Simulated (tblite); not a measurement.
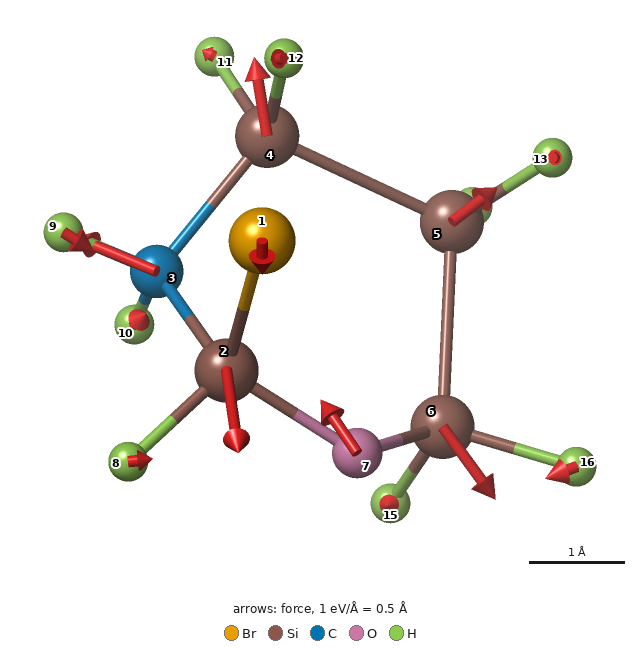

Starting geometry of CH₉BrOSi₄ with the computed forces as red arrows. A ball-and-stick model, seen at a tilt.

Level of theory: GFN2-xTB geometry optimisation, gas phase in tblite. 

**Is this structure relaxed? If not, where do the atoms go?**

It isn't relaxed: the largest force vector, on a Si atom, is 2.84 eV/Å. The final displacements have little in common with the starting forces (cosine between the two patterns 0.19). The largest move after the best rigid fit is that of an H atom, 1.04 Å. By element the largest moves are H 1.04 Å, Br 0.72 Å, O 0.58 Å, Si 0.31 Å, C 0.29 Å. Among the contacts that change: Si–Si 2.231 → 2.336 Å, Si–Si 2.227 → 2.318 Å, C–Si 1.815 → 1.887 Å, Br–Si 2.282 → 2.217 Å. Among the angles between lasting bonds that change: Si–O–Si 121.3° → 146.6°, Si–Si–H 105.9° → 117.2°, C–Si–H 107.7° → 118.1°. Groups turn about O–Si by about 65°, Si–Si by about 45°, O–Si by about 40°. The energy falls by 84.8 kJ/mol in 136 geometry steps. The run took 1.8 s on 1 thread of Arm Neoverse V2 (shared host).
